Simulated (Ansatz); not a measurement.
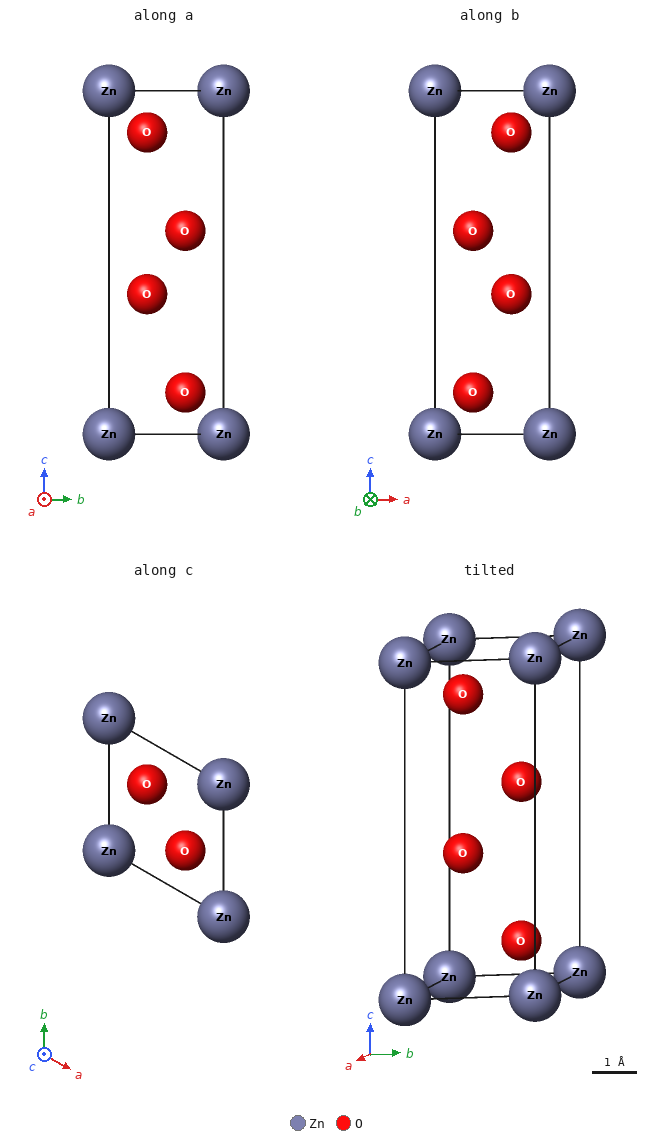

Structure drawing (spheres-only), viewed along the a axis, along the b axis, along the c axis and slightly off an axis. The edges of the conventional unit cell are marked.

Lattice parameters: a = 3.060 Å, b = 3.060 Å, c = 7.939 Å, α = 90.00°, β = 90.00°, γ = 120.00°.

Q: Give the structure in the form of a table of Wyckoff sites, with free fractional coordinates to two decimals.

A: Space group P-3m1 (No. 164).
| atom | site | x | y | z |
| --- | --- | --- | --- | --- |
| Zn | 1a | 0.00 | 0.00 | 0.00 |
| O | 2d | 0.3333 | 0.6667 | 0.12 |
| O | 2d | 0.3333 | 0.6667 | 0.59 |

The model was built from a structure type filled with these elements by a generator (whether the compound takes this form wasn't checked). Atoms and cell were optimised with DFT PBE, scalar-relativistic, plane waves, PAW (Ansatz).
